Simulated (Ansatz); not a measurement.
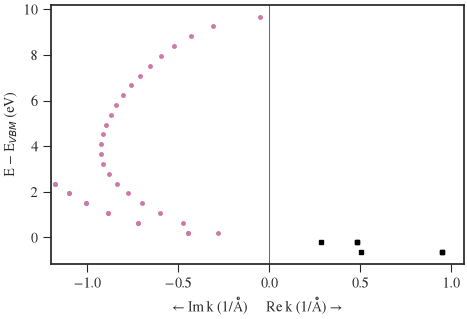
Fig. 1. Complex bands at the centre of the two-dimensional zone; Ansatz (a program for electronic structure) with r2SCAN

The gap is the functional's own. No spin-orbit coupling. Mid-gap values are those at the computed energy nearest the middle.

### Question
This is LiF (Fm-3m, rock salt, 2 atoms a cell, 8.5 Å³ an atom, -5 GPa at this level) along the normal of (001). Read off the slowest decay at the centre of the two-dimensional zone at 4.95 eV, the computed energy nearest the middle of the gap.

### Answer
κ ≈ 0.90 1/Å, a decay length 1/(2κ) of the density of 0.56 Å.
